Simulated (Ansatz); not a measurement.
**C3H3FS: reading failed and doubtful runs**

4 inputs were typed for C3H3FS. Each is run as it stands; the log then has to tell whether the result can be used.

Program: Ansatz 0.2.0, Gaussian basis. Level of theory: the settings change from run to run. These are calculated values, not measurements.

### Step 1. The relaxed structure

An earlier PBE0-D4 in a triple-zeta def2 set relaxation fixed the geometry.

SMILES `C=C1SC1F`, 8 atoms, charge 0, spin multiplicity 1.

Atoms are counted from 1 here; the program's logs count them from 0.

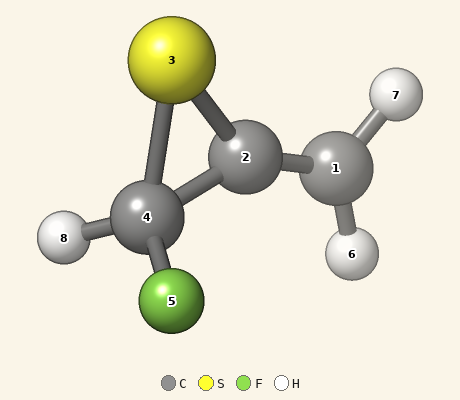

The structure; carbon grey, sulfur yellow, fluorine green, hydrogen white; atoms are numbered from 1 in the order of the file.

### Step 2. Attempt 1

Input file in.yaml:

```yaml
crystal:
  periodic: [false, false, false]
  atoms:
    - {symbol: C, position_ang: [0.152335, 1.607293, 0.335162]}
    - {symbol: C, position_ang: [0.120731, 0.231710, -0.039446]}
    - {symbol: S, position_ang: [1.429852, -0.860150, -0.492787]}
    - {symbol: C, position_ang: [-0.060764, -1.116682, 0.047150]}
    - {symbol: F, position_ang: [-0.772707, -1.455642, -1.260486]}
    - {symbol: H, position_ang: [-0.931821, 1.644478, 0.475456]}
    - {symbol: H, position_ang: [0.713108, 2.116022, 0.293375]}
    - {symbol: H, position_ang: [-0.311228, -2.054584, 0.763418]}
basis:
  gaussian: {orbitals: aug-pcseg-2}
total_charge: 1
magnetization: {spin_polarized: true, initial_magnetization: 1}
hamiltonian: {xc: {name: B97M-V}}
accuracy: high
output: {forces: true}
```

The run is started by

```sh
$ ansatz run in.yaml --threads 2 --pin off --events-out ev --progress --plain --max-ram 4352MiB
```

The program printed:

```text
Functional definition: B97M-V
  name "B97M-V"
  cite "Mardirossian & Head-Gordon, J. Chem. Phys. 142, 074111 (2015) doi:10.1063/1.4907719"
  cite "Becke, J. Chem. Phys. 107, 8554 (1997) doi:10.1063/1.475007"
  cite "Vydrov & Van Voorhis, J. Chem. Phys. 133, 244103 (2010) doi:10.1063/1.3521275"
  # Of w^i u^j: cxij and so on, Table III.
  parameter cx00 = 1.000
  parameter cx01 = 1.308
  parameter cx02 = 1.901
  parameter cx10 = 0.416
  parameter cx11 = 3.070
  parameter css00 = 1.000
  parameter css02 = -1.855
  parameter css10 = -5.668
  parameter css32 = -20.497
  parameter css42 = -20.364
  parameter cos00 = 1.000
  parameter cos01 = 1.573
  parameter cos03 = -6.298
  parameter cos10 = 2.535
  parameter cos32 = -6.427
  parameter b = 6.0
  parameter c = 0.01
  gx(w, u) = cx00 + cx01*u + cx02*u^2 + (cx10 + cx11*u)*w
  gss(w, u) = css00 + css02*u^2 + css10*w + (css32*w^3 + css42*w^4)*u^2
  gos(w, u) = cos00 + cos01*u + cos03*u^3 + cos10*w + cos32*w^3*u^2
  exchange = spin_sum(e_x_unif_s*gx(b97_w, b97_u_x))
  correlation = spin_sum(e_c_pw_mod_same_spin*gss(b97_w, b97_u_same))
      + integral(e_c_pw_mod_opposite_spin*gos(b97_w_opposite, b97_u_opposite)) + vv10(b, c)
4547 factors; integrals over basis functions are off by at most 3.7e-9 eV
Error: with its mean field the run needs 4.70 GiB of memory, and 4.25 GiB are given
refused for memory
```

Wall time 35 s (2 threads of Arm Neoverse V1, shared host); peak memory 2 GiB.

What is wrong: The program refused the input before any cycle. It says: «with its mean field the run needs 4.70 GiB of memory, and 4.25 GiB are given» The job doesn't fit into the memory allowed. It asks for 4.70 GiB, and 4.25 GiB are there. What to do: raise the memory limit. The input also asks for charge 1 and multiplicity 2, not those of the species named; set them back first. Its coordinates are also moved off the relaxed structure.

### Step 3. Attempt 2

Input file in.yaml:

```yaml
crystal:
  periodic: [true, true, true]
  atoms:
    - {symbol: C, position_ang: [-0.031537, 1.391610, 0.301756]}
    - {symbol: C, position_ang: [0.314666, 0.155926, -0.000284]}
    - {symbol: S, position_ang: [1.612972, -0.867853, -0.524639]}
    - {symbol: C, position_ang: [-0.139447, -1.202986, -0.166089]}
    - {symbol: F, position_ang: [-0.953178, -1.501221, -1.202380]}
    - {symbol: H, position_ang: [-1.053931, 1.611089, 0.585081]}
    - {symbol: H, position_ang: [0.679853, 2.206313, 0.267319]}
    - {symbol: H, position_ang: [-0.337296, -1.849978, 0.683437]}
basis:
  gaussian: {orbitals: "6-31++G**"}
hamiltonian: {xc: {name: wPBEh}}
accuracy: high
```

The command is unchanged.

The program printed:

```text
Error: YAML parse error: error: line 2 column 3: crystal: missing field `lattice` (a structure is typed as `lattice` and `atoms`, a molecule's as `atoms` in Å alone, or read from a run's directory, `checkpoint`)
 --> <input>:2:3
  |
1 | crystal:
2 |   periodic: [true, true, true]
  |   ^ crystal: missing field `lattice` (a structure is typed as `lattice` and `atoms`, a molecule's as `atoms` in Å alone, or read from a run's directory, `checkpoint`)
3 |   atoms:
4 |     - {symbol: C, position_ang: [-0.031537, 1.391610, 0.301756]}
  |
```

It took 0.05 s on 2 threads of Arm Neoverse V1, shared host.

What is wrong: The program refused the input. The molecule is marked periodic without a cell. To mend it, set periodic to false, or give a lattice.

### Step 4. Attempt 3

Input file in.yaml:

```yaml
crystal:
  periodic: [false, false, false]
  atoms:
    - {symbol: C, position_ang: [-0.031537, 1.391610, 0.301756]}
    - {symbol: C, position_ang: [0.314666, 0.155926, -0.000284]}
    - {symbol: S, position_ang: [1.612972, -0.867853, -0.524639]}
    - {symbol: C, position_ang: [-0.139447, -1.202986, -0.166089]}
    - {symbol: F, position_ang: [-0.953178, -1.501221, -1.202380]}
    - {symbol: H, position_ang: [-1.053931, 1.611089, 0.585081]}
    - {symbol: H, position_ang: [0.679853, 2.206313, 0.267319]}
    - {symbol: H, position_ang: [-0.337296, -1.849978, 0.683437]}
basis:
  gaussian: {orbitals: aug-pcseg-2}
total_charge: -1
magnetization: {spin_polarized: true, initial_magnetization: 1}
hamiltonian: {xc: {name: HF}}
correlation: {method: mp2, frozen_orbitals: {C: 9}}
output: {forces: true}
```

Same command.

The program printed:

```text
Functional definition: HF
  name "HF"
  cite "Fock, Z. Phys. 61, 126 (1930) doi:10.1007/BF01340294"
  parent pbe
  exchange = exact_x
  correlation = 0
Error: "frozen_orbitals" has no count for S
```

Run time: 0.05 s. Hardware: 2 threads of Arm Neoverse V1, shared host.

**Diagnosis.** Refused before any calculation. Frozen orbitals are typed for one element alone, and the program wants a count for each. It also asks for charge -1 and multiplicity 2, another species or state than the molecule above. To mend it, leave frozen_orbitals out, or give every element a count that its core really has, and set charge and spin to those of the species named.

### Step 5. Attempt 4

Input file in.yaml:

```yaml
crystal:
  periodic: [false, false, false]
  atoms:
    - {symbol: C, position_ang: [-0.031537, 1.391610, 0.301756]}
    - {symbol: C, position_ang: [0.314666, 0.155926, -0.000284]}
    - {symbol: S, position_ang: [1.612972, -0.867853, -0.524639]}
    - {symbol: C, position_ang: [-0.139447, -1.202986, -0.166089]}
    - {symbol: F, position_ang: [-0.953178, -1.501221, -1.202380]}
    - {symbol: H, position_ang: [-1.053931, 1.611089, 0.585081]}
    - {symbol: H, position_ang: [0.679853, 2.206313, 0.267319]}
    - {symbol: H, position_ang: [-0.337296, -1.849978, 0.683437]}
basis:
  gaussian: {orbitals: STO-3G}
magnetization: {spin_polarized: true, initial_magnetization: 6}
hamiltonian: {xc: {name: CAM-B3LYP}}
scf: {lower_state_search: light}
output: {forces: true}
```

Launched as before.

The program printed, cut to the lines that bear on the results:

```text
Functional definition: CAM-B3LYP
  name "CAM-B3LYP"
  cite "Yanai, Tew & Handy, Chem. Phys. Lett. 393, 51 (2004) doi:10.1016/j.cplett.2004.06.011"
  cite "Iikura, Tsuneda, Yanai & Hirao, J. Chem. Phys. 115, 3540 (2001) doi:10.1063/1.1383587"
  cite "Becke, Phys. Rev. A 38, 3098 (1988) doi:10.1103/PhysRevA.38.3098"
  cite "Lee, Yang & Parr, Phys. Rev. B 37, 785 (1988) doi:10.1103/PhysRevB.37.785"
  cite "Vosko, Wilk & Nusair, Can. J. Phys. 58, 1200 (1980) doi:10.1139/p80-159"
[...]
  # Exact exchange under (alpha + beta erf(omega r))/r, Becke's under what is left of 1/r.
[...]
424 factors; integrals over basis functions are off by at most 3.3e-5 eV
157 factors; integrals over basis functions are off by at most 2.6e-6 eV
[...]
mean field -16488.14541222 eV, -605.9281678327 hartree, gradient 4.8e-5 eV, S^2 12.003630; 4 other end points of the search recorded, 0 dependent functions left out
[...]
reference -16488.14548839 eV, -605.9281706321 hartree; 26, 20 occupied and 6, 12 virtual orbitals, 424 factors
Total energy: -16488.14548839 eV, -605.9281706321 hartree
Atom 0 at    -0.031537     1.391610     0.301756 Å, force    -5.608823     9.228090     2.975713 eV/Å
Atom 1 at     0.314666     0.155926    -0.000284 Å, force    -4.306393    -1.259323     1.296835 eV/Å
Atom 2 at     1.612972    -0.867853    -0.524639 Å, force    26.648172    -6.799028    -7.617224 eV/Å
Atom 3 at    -0.139447    -1.202986    -0.166089 Å, force   -14.039120    -2.664642     3.175539 eV/Å
Atom 4 at    -0.953178    -1.501221    -1.202380 Å, force    -1.593504    -0.432975    -1.349761 eV/Å
Atom 5 at    -1.053931     1.611089     0.585081 Å, force    -0.892281     1.547594     0.668018 eV/Å
Atom 6 at     0.679853     2.206313     0.267319 Å, force     0.361391     0.707702    -0.117369 eV/Å
Atom 7 at    -0.337296    -1.849978     0.683437 Å, force    -0.569442    -0.327420     0.968249 eV/Å
Dipole moment:     0.084758    -0.219253    -0.035339 e Å
```

Run time: 1.8 s. Hardware: 2 threads of Arm Neoverse V1, shared host.

**Diagnosis.** The run converged, but a converged run isn't a right one. The spin is set far too high for this molecule. It asks for 6 unpaired electrons; the ground state has 0. Its energy belongs to an excited spin state, not the ground state. To mend it, set initial_magnetization back to that of the ground state.

### Step 6. How the tries ended

```csv
attempt,level,ended,cause,time
1,B97M-V/aug-pcseg-2,refused,the job doesn't fit into the memory allowed,35 s
2,wPBEh/6-31++G**,refused,the molecule is marked periodic without a cell,0.05 s
3,MP2/aug-pcseg-2,refused,"frozen orbitals are typed for one element alone, and the program wants a count for each",0.05 s
4,CAM-B3LYP/STO-3G,converged,the spin is set far too high for this molecule,1.8 s
```

**Reading.** 3 refused, 1 converged. The dangerous case is the input that converges on a wrong geometry, charge, spin, basis or grid: often only a look at the input shows it.
